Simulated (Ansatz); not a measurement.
System: FH4NOSn (SMILES [NH2][SnH]([OH])[F]).

The calculation's input:

```
crystal:
  periodic: [false, false, false]
  atoms:
    - {symbol: N, position_ang: [-0.667236, 1.410874, 0.046466]}
    - {symbol: Sn, position_ang: [0.303887, -0.292733, 0.396712]}
    - {symbol: O, position_ang: [1.329978, -0.630605, -1.220954]}
    - {symbol: F, position_ang: [-0.878381, -1.817201, 0.462193]}
    - {symbol: H, position_ang: [-1.316262, 1.697403, 0.766445]}
    - {symbol: H, position_ang: [-1.137182, 1.435158, -0.848771]}
    - {symbol: H, position_ang: [1.187829, -0.311908, 1.841854]}
    - {symbol: H, position_ang: [1.269368, -1.548188, -1.499845]}
basis:
  gaussian: {orbitals: def2-TZVPP}
hamiltonian: {xc: pbe0, dispersion: d4}
output: {orbitals: {seedname: orbitals}}
```

Run with:

```sh
ansatz run in.yaml --threads 2 --pin off --events-out ev --progress --plain --max-ram 4352MiB
```

Geometry: PBE0-D4/def2-TZVP; core potentials replace the inner electrons of Sn.

Level of theory: RKS PBE0-D4/def2-TZVPP in Ansatz 0.2.0.

### Predict the electron density and electron localisation function between the atoms.

Sn–O (1.95 Å): ρ is about 0.87 e/Å³ halfway; the ELF peaks at about 0.85 in the valence shell of O, 0.6 Å from its nucleus, and drops to about 0.15 between the two atoms.
Sn–N (1.99 Å): ρ is about 0.87 e/Å³ halfway; the ELF peaks at about 0.85 in the valence shell of N, 0.6 Å from its nucleus, and drops to about 0.20 between the two atoms.
N–H (1.01 Å): ρ at the midpoint is about 2.9 e/Å³; the ELF climbs to about 1 towards the hydrogen, as it does in any bond to H (an ordinary covalent bond to hydrogen).

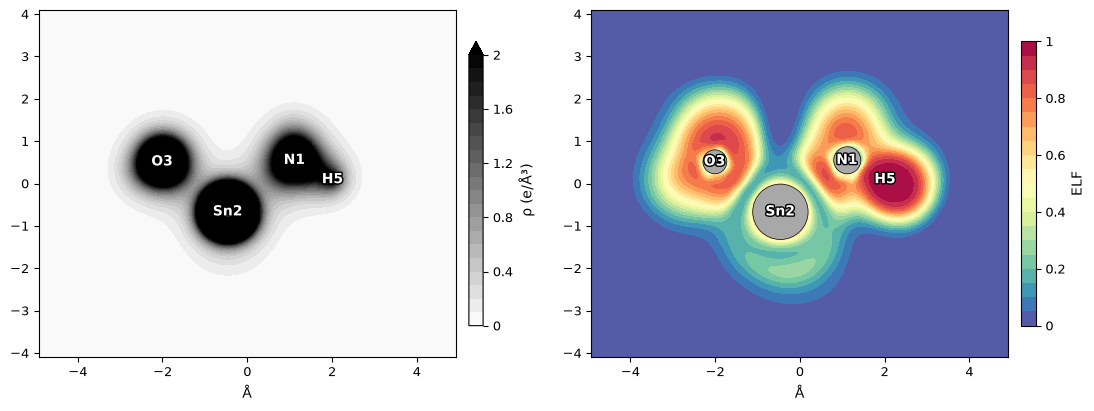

Computed electron density and electron localisation function on the plane of atoms N1, Sn2 and O3, in this order. Grey discs cover the atomic cores in the ELF map. 
